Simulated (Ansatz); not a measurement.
# Work function of Fe(110): what the settings cost and change

How thick a slab and how much vacuum does the work function of Fe(110) need?

Main program and level: Ansatz 0.2.0; plane-wave DFT, PBE, Ansatz PAW.

Experimental background.

“Anisotropic work function of elemental crystals” (2019, arxiv:1902.07811) quotes from earlier work for Fe (clean (110) face, a compiled value): work function (clean (110) face, a compiled value) 5.12 eV.

This is a report of a sequence of runs, with most program output left out.

## 1. The structure

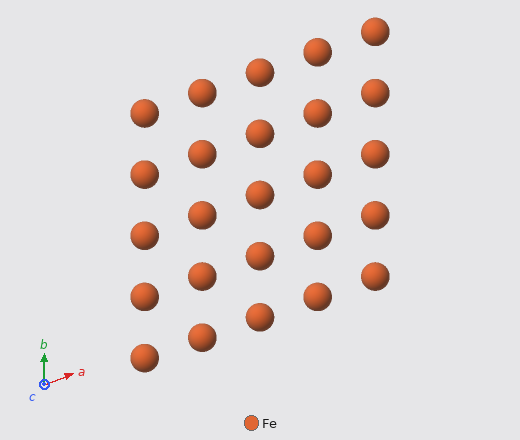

The cell as given, from above (iron orange). 4×4×1 cells are drawn. Some periodic images of atoms are drawn too.

The cell holds 1 atom: 1 Fe. Cell: a = 2.485 Å, b = 2.485 Å, c = 18.000 Å, α = 90.0°, β = 90.0°, γ = 70.5°. Vacuum lies along c.

## 2. Run, setting 1 layer

A work function rests on the faint tail of the density, so the SCF threshold is tight. The slab grows from one layer, at fixed mesh and 18 Å of vacuum; then the vacuum is varied on one slab.

Input file input.yaml:

```yaml
crystal:
  lattice:
    - [2.029396462, -1.435, 0.0]
    - [2.029396462, 1.435, 0.0]
    - [0.0, 0.0, 18.0]
  atoms:
    - { symbol: Fe, position: [0.0, 0.0, 0.5], spin: 2.5 }
magnetization:
  spin_polarized: true
kpoints:
  mp_grid: { grid: [17, 17, 1] }
hamiltonian:
  xc: pbe
scf:
  occupations: { method: fermi_dirac, width: 0.1 }
  convergence: { dr2_threshold: 1.0e-09 }
efield:
  axis: 3
  dipole_correction: true
  ramp_position: 0.97
  ramp_width: 0.06
output:
  write_potential: true
  write_density: true
  volumetric_format: npy
  elf: true
```

Started as:

```sh
$ ansatz run input.yaml --threads 4 --pin off --max-ram 6144MiB --backend cpu --events-out ev --progress --plain --runs-dir out
```

The job ended after 37 s (4 threads of Arm Neoverse N1, shared host; peak memory 0.63 GiB).

This step gave:

| Item | Value |
| --- | --- |
| energy at zero smearing | -4478.7573 eV |
| total moment | 2.949 μB |
| site moments | 2.870 μB |
| work function, upper face | 4.463 eV |

Running mean over 2.029 Å of the planar mean; the ramp of the sawtooth is left out. The electron's electrostatic potential energy less the Fermi level by z:

```tsv
z (Å)	electron's electrostatic potential energy less the Fermi level (eV)
3	4.46
4	4.46
5	4.46
6	4.40
7	3.69
8	-3.27
9	-9.36
10	-3.27
11	3.69
12	4.40
13	4.46
14	4.46
15	4.46
```

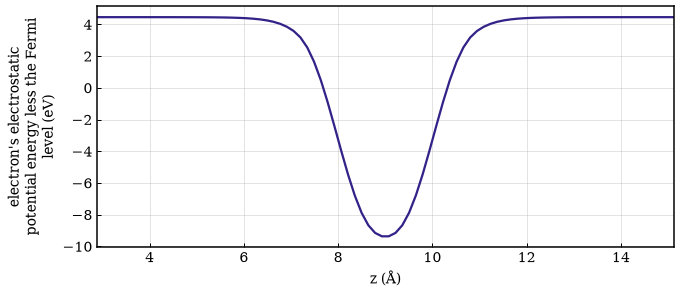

Electron's electrostatic potential energy less the Fermi level, plotted against z.

Site moment by atom:

```tsv
atom	site moment (μB)
Fe1	2.87
```

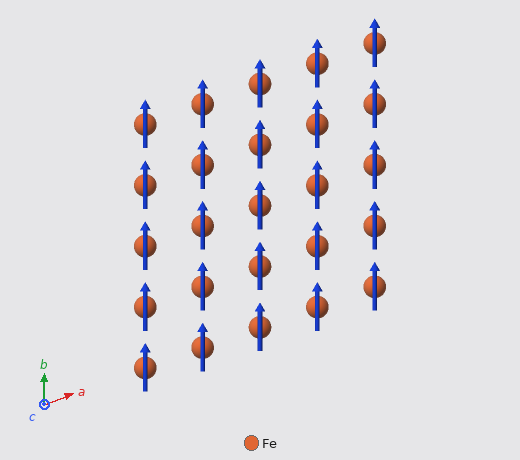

Site moment as arrows, the longest 2.87 μB. Up and down stand for the sign. Arrows give size and sign along the axis of quantisation, drawn up and down the page. 4×4×1 cells are drawn. Some periodic images of atoms are drawn too.

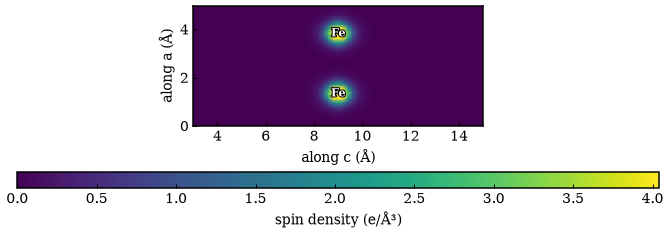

Spin density in the ca plane at fractional y = 0.000, with atoms of Fe within 0.2 Å of it. The map starts off the cell's origin, so that atoms lie inside it. The far vacuum is left out of the map.

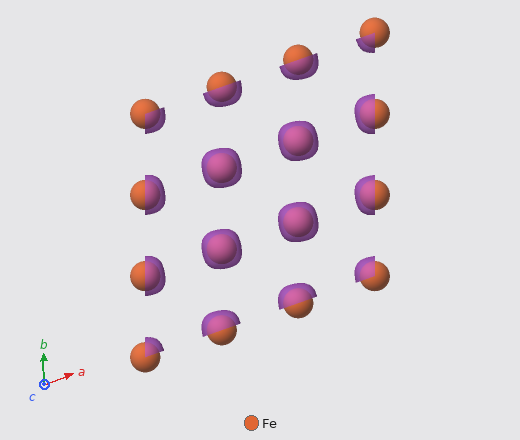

Surface of spin density = 0.64 e/Å³, which holds about 70 % of the integral of its size. 3×3×1 cells are drawn.

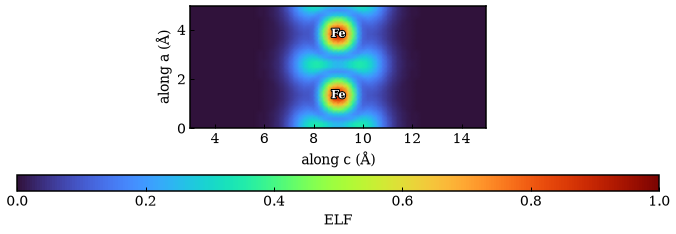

ELF in the ca plane at fractional y = 0.000, with atoms of Fe within 0.2 Å of it. It is the smooth field of the valence electrons, not physical close to the nuclei. The map starts off the cell's origin, so that atoms lie inside it. The far vacuum is left out of the map.

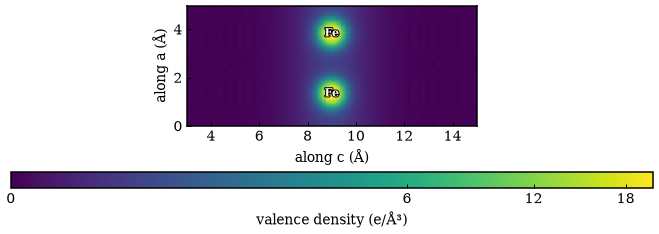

Valence density in the ca plane at fractional y = 0.000, with atoms of Fe within 0.2 Å of it. It is the smooth field of the valence electrons, not physical close to the nuclei. The map starts off the cell's origin, so that atoms lie inside it. The colour scale is stretched toward low values. The far vacuum is left out of the map.

The work function is 4.463 eV.

## 3. Run, 2 atoms

System of this step: Fe(110). The cell holds 2 atoms: 2 Fe. Its edges and angles: a = 2.485 Å, b = 2.485 Å, c = 20.029 Å, α = 90.0°, β = 90.0°, γ = 70.5°. Vacuum lies along c.

input.yaml, the sections that differ from step 2:

```yaml
crystal:
  lattice:
    - [2.029396462, -1.435, 0.0]
    - [2.029396462, 1.435, 0.0]
    - [0.0, 0.0, 20.029396462]
  atoms:
    - { symbol: Fe, position: [0.0, 0.0, 0.4493395503], spin: 2.5 }
    - { symbol: Fe, position: [0.5, 0.5, 0.5506604497], spin: 2.5 }
output:
  write_potential: true
  write_density: true
  volumetric_format: npy
# magnetization, kpoints, hamiltonian, scf, efield: as in step 2
```

The job ended after 1.7 min (4 threads; peak memory 0.72 GiB).

The work function is 4.753 eV, +0.290 eV from the run “1 layer”, at 2.7 times its CPU time.

## 4. Slab, 3 atoms

System of this step: Fe(110). The cell holds 3 atoms: 3 Fe. Cell: a = 2.485 Å, b = 2.485 Å, c = 22.059 Å, α = 90.0°, β = 90.0°, γ = 70.5°. Vacuum lies along c.

input.yaml, the sections that differ from step 3:

```yaml
crystal:
  lattice:
    - [2.029396462, -1.435, 0.0]
    - [2.029396462, 1.435, 0.0]
    - [0.0, 0.0, 22.058792924]
  atoms:
    - { symbol: Fe, position: [0.0, 0.0, 0.4080005661], spin: 2.5 }
    - { symbol: Fe, position: [0.5, 0.5, 0.5], spin: 2.5 }
    - { symbol: Fe, position: [0.0, 0.0, 0.5919994339], spin: 2.5 }
# magnetization, kpoints, hamiltonian, scf, efield, output: as in step 3
```

Run time: 1.8 min. Hardware: 4 threads; peak memory 0.92 GiB; 4 min of CPU time.

The work function is 4.765 eV, +0.012 eV from the run “2 layers”, at 1.2 times its CPU time.

## 5. Run, 4 atoms

System of this step: Fe(110). The cell holds 4 atoms: 4 Fe. Its edges and angles: a = 2.485 Å, b = 2.485 Å, c = 24.088 Å, α = 90.0°, β = 90.0°, γ = 70.5°. Vacuum lies along c.

input.yaml, the sections that differ from step 4:

```yaml
crystal:
  lattice:
    - [2.029396462, -1.435, 0.0]
    - [2.029396462, 1.435, 0.0]
    - [0.0, 0.0, 24.088189386]
  atoms:
    - { symbol: Fe, position: [0.0, 0.0, 0.3736270857], spin: 2.5 }
    - { symbol: Fe, position: [0.5, 0.5, 0.4578756952], spin: 2.5 }
    - { symbol: Fe, position: [0.0, 0.0, 0.5421243048], spin: 2.5 }
    - { symbol: Fe, position: [0.5, 0.5, 0.6263729143], spin: 2.5 }
# magnetization, kpoints, hamiltonian, scf, efield, output: as in step 4
```

Wall time 2.6 min (4 threads); peak memory 1.2 GiB.

The work function is 4.746 eV, -0.019 eV from the run “3 layers”, at 1.7 times its CPU time.

## 6. Run, 5 atoms

System of this step: Fe(110). The cell holds 5 atoms: 5 Fe. Cell: a = 2.485 Å, b = 2.485 Å, c = 26.118 Å, α = 90.0°, β = 90.0°, γ = 70.5°. Vacuum lies along c.

input.yaml, the sections that differ from step 5:

```yaml
crystal:
  lattice:
    - [2.029396462, -1.435, 0.0]
    - [2.029396462, 1.435, 0.0]
    - [0.0, 0.0, 26.117585848]
  atoms:
    - { symbol: Fe, position: [0.0, 0.0, 0.3445954022], spin: 2.5 }
    - { symbol: Fe, position: [0.5, 0.5, 0.4222977011], spin: 2.5 }
    - { symbol: Fe, position: [0.0, 0.0, 0.5], spin: 2.5 }
    - { symbol: Fe, position: [0.5, 0.5, 0.5777022989], spin: 2.5 }
    - { symbol: Fe, position: [0.0, 0.0, 0.6554045978], spin: 2.5 }
# magnetization, kpoints, hamiltonian, scf, efield, output: as in step 5
```

Wall time 3.4 min (4 threads); peak memory 1.5 GiB; 9.5 min of CPU time.

The work function is 4.743 eV, -0.003 eV from the run “4 layers”, at 1.4 times its CPU time.

## 7. Slab, 6 atoms

System of this step: Fe(110). The cell holds 6 atoms: 6 Fe. Its edges and angles: a = 2.485 Å, b = 2.485 Å, c = 28.147 Å, α = 90.0°, β = 90.0°, γ = 70.5°. Vacuum lies along c.

input.yaml, the sections that differ from step 6:

```yaml
crystal:
  lattice:
    - [2.029396462, -1.435, 0.0]
    - [2.029396462, 1.435, 0.0]
    - [0.0, 0.0, 28.14698231]
  atoms:
    - { symbol: Fe, position: [0.0, 0.0, 0.3197500855], spin: 2.5 }
    - { symbol: Fe, position: [0.5, 0.5, 0.3918500513], spin: 2.5 }
    - { symbol: Fe, position: [0.0, 0.0, 0.4639500171], spin: 2.5 }
    - { symbol: Fe, position: [0.5, 0.5, 0.5360499829], spin: 2.5 }
    - { symbol: Fe, position: [0.0, 0.0, 0.6081499487], spin: 2.5 }
    - { symbol: Fe, position: [0.5, 0.5, 0.6802499145], spin: 2.5 }
# magnetization, kpoints, hamiltonian, scf, efield, output: as in step 6
```

It took 4.7 min on 4 threads; peak memory 1.9 GiB; 14 min of CPU time.

The work function is 4.736 eV, -0.007 eV from the run “5 layers”, at 1.4 times its CPU time.

## 8. Run, 8 atoms

System of this step: Fe(110). The cell holds 8 atoms: 8 Fe. Cell: a = 2.485 Å, b = 2.485 Å, c = 32.206 Å, α = 90.0°, β = 90.0°, γ = 70.5°. Vacuum lies along c.

input.yaml, the sections that differ from step 7:

```yaml
crystal:
  lattice:
    - [2.029396462, -1.435, 0.0]
    - [2.029396462, 1.435, 0.0]
    - [0.0, 0.0, 32.205775234]
  atoms:
    - { symbol: Fe, position: [0.0, 0.0, 0.2794529843], spin: 2.5 }
    - { symbol: Fe, position: [0.5, 0.5, 0.3424664173], spin: 2.5 }
    - { symbol: Fe, position: [0.0, 0.0, 0.4054798504], spin: 2.5 }
    - { symbol: Fe, position: [0.5, 0.5, 0.4684932835], spin: 2.5 }
    - { symbol: Fe, position: [0.0, 0.0, 0.5315067165], spin: 2.5 }
    - { symbol: Fe, position: [0.5, 0.5, 0.5945201496], spin: 2.5 }
    - { symbol: Fe, position: [0.0, 0.0, 0.6575335827], spin: 2.5 }
    - { symbol: Fe, position: [0.5, 0.5, 0.7205470157], spin: 2.5 }
# magnetization, kpoints, hamiltonian, scf, efield, output: as in step 7
```

It took 6.9 min on 4 threads; peak memory 2.7 GiB; 22 min of CPU time.

The work function is 4.739 eV, +0.003 eV from the run “6 layers”, at 1.6 times its CPU time.

## 9. Run, 10 atoms

System of this step: Fe(110). The cell holds 10 atoms: 10 Fe. Its edges and angles: a = 2.485 Å, b = 2.485 Å, c = 36.265 Å, α = 90.0°, β = 90.0°, γ = 70.5°. Vacuum lies along c.

input.yaml, the sections that differ from step 8:

```yaml
crystal:
  lattice:
    - [2.029396462, -1.435, 0.0]
    - [2.029396462, 1.435, 0.0]
    - [0.0, 0.0, 36.264568158]
  atoms:
    - { symbol: Fe, position: [0.0, 0.0, 0.248176125], spin: 2.5 }
    - { symbol: Fe, position: [0.5, 0.5, 0.3041369861], spin: 2.5 }
    - { symbol: Fe, position: [0.0, 0.0, 0.3600978472], spin: 2.5 }
    - { symbol: Fe, position: [0.5, 0.5, 0.4160587083], spin: 2.5 }
    - { symbol: Fe, position: [0.0, 0.0, 0.4720195694], spin: 2.5 }
    - { symbol: Fe, position: [0.5, 0.5, 0.5279804306], spin: 2.5 }
    - { symbol: Fe, position: [0.0, 0.0, 0.5839412917], spin: 2.5 }
    - { symbol: Fe, position: [0.5, 0.5, 0.6399021528], spin: 2.5 }
    - { symbol: Fe, position: [0.0, 0.0, 0.6958630139], spin: 2.5 }
    - { symbol: Fe, position: [0.5, 0.5, 0.751823875], spin: 2.5 }
# magnetization, kpoints, hamiltonian, scf, efield, output: as in step 8
```

Wall time 11 min (4 threads); peak memory 3.6 GiB; 37 min of CPU time.

The work function is 4.739 eV, +0.001 eV from the run “8 layers”, at 1.7 times its CPU time.

## 10. Slab, 13 atoms

System of this step: Fe(110). The cell holds 13 atoms: 13 Fe. Cell: a = 2.485 Å, b = 2.485 Å, c = 42.353 Å, α = 90.0°, β = 90.0°, γ = 70.5°. Vacuum lies along c.

input.yaml, the sections that differ from step 9:

```yaml
crystal:
  lattice:
    - [2.029396462, -1.435, 0.0]
    - [2.029396462, 1.435, 0.0]
    - [0.0, 0.0, 42.3527575441]
  atoms:
    - { symbol: Fe, position: [0.0, 0.0, 0.2125009214], spin: 2.5 }
    - { symbol: Fe, position: [0.5, 0.5, 0.2604174345], spin: 2.5 }
    - { symbol: Fe, position: [0.0, 0.0, 0.3083339476], spin: 2.5 }
    - { symbol: Fe, position: [0.5, 0.5, 0.3562504607], spin: 2.5 }
    - { symbol: Fe, position: [0.0, 0.0, 0.4041669738], spin: 2.5 }
    - { symbol: Fe, position: [0.5, 0.5, 0.4520834869], spin: 2.5 }
    - { symbol: Fe, position: [0.0, 0.0, 0.5], spin: 2.5 }
    - { symbol: Fe, position: [0.5, 0.5, 0.5479165131], spin: 2.5 }
    - { symbol: Fe, position: [0.0, 0.0, 0.5958330262], spin: 2.5 }
    - { symbol: Fe, position: [0.5, 0.5, 0.6437495393], spin: 2.5 }
    - { symbol: Fe, position: [0.0, 0.0, 0.6916660524], spin: 2.5 }
    - { symbol: Fe, position: [0.5, 0.5, 0.7395825655], spin: 2.5 }
    - { symbol: Fe, position: [0.0, 0.0, 0.7874990786], spin: 2.5 }
# magnetization, kpoints, hamiltonian, scf, efield, output: as in step 9
```

Run time: 16 min. Hardware: 4 threads; peak memory 5.3 GiB.

The work function is 4.739 eV, -0.000 eV from the run “10 layers”, at 1.6 times its CPU time.

## 11. Slab, 7 atoms

System of this step: Fe(110). The cell holds 7 atoms: 7 Fe. Its edges and angles: a = 2.485 Å, b = 2.485 Å, c = 22.176 Å, α = 90.0°, β = 90.0°, γ = 70.5°. Vacuum lies along c.

input.yaml, the sections that differ from step 10:

```yaml
crystal:
  lattice:
    - [2.029396462, -1.435, 0.0]
    - [2.029396462, 1.435, 0.0]
    - [0.0, 0.0, 22.176378772]
  atoms:
    - { symbol: Fe, position: [0.0, 0.0, 0.2254651245], spin: 2.5 }
    - { symbol: Fe, position: [0.5, 0.5, 0.3169767496], spin: 2.5 }
    - { symbol: Fe, position: [0.0, 0.0, 0.4084883748], spin: 2.5 }
    - { symbol: Fe, position: [0.5, 0.5, 0.5], spin: 2.5 }
    - { symbol: Fe, position: [0.0, 0.0, 0.5915116252], spin: 2.5 }
    - { symbol: Fe, position: [0.5, 0.5, 0.6830232504], spin: 2.5 }
    - { symbol: Fe, position: [0.0, 0.0, 0.7745348755], spin: 2.5 }
# magnetization, kpoints, hamiltonian, scf, efield, output: as in step 10
```

The job ended after 3.2 min (4 threads; peak memory 1.8 GiB; 13 min of CPU time).

The work function is 4.732 eV. The program marks this work function as in doubt.

[end of part 1 of 2]

[Logs are printed without paths, hosts, clocks, repeated set-up lines and the standing remarks that a program may print on its own settings, such as how far it seeks lower states.]

[Hosts, paths, dates, database ids (printed as entryN), source tags and the programs' standing remarks are cut or masked in the printed files.]

[Maps of the electrostatic potential energy from Ansatz leave out the sawtooth potential of an applied field or a dipole correction, so their vacuum need not be flat; planar profiles and work functions include it.]
